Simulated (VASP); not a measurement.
Band structure of CuNi (space group R-3m). Calculation: PBEsol GGA, VASP's PBE PAW potentials (set 64) (plane waves; VASP).

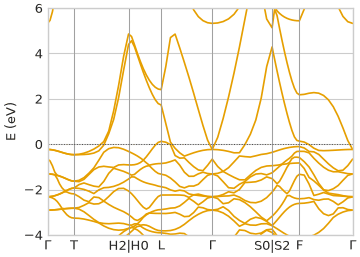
Fig. 1. Bands along high-symmetry lines, zero at the valence-band maximum or, without a gap, the Fermi level

**Question.** Read the plot: is there a gap, and where are the band edges?

**Answer.** It has no gap at this level: it comes out as a metal or semimetal. (Edges off the drawn lines would not show.)

The structure comes from a computed database's CuNi entry (R-3m); how it stands against other phases isn't given here. It was relaxed first. The run is not spin-polarised, so no magnetic state was tried. The electron count is odd and the run is not spin-polarised, which forces a metal.
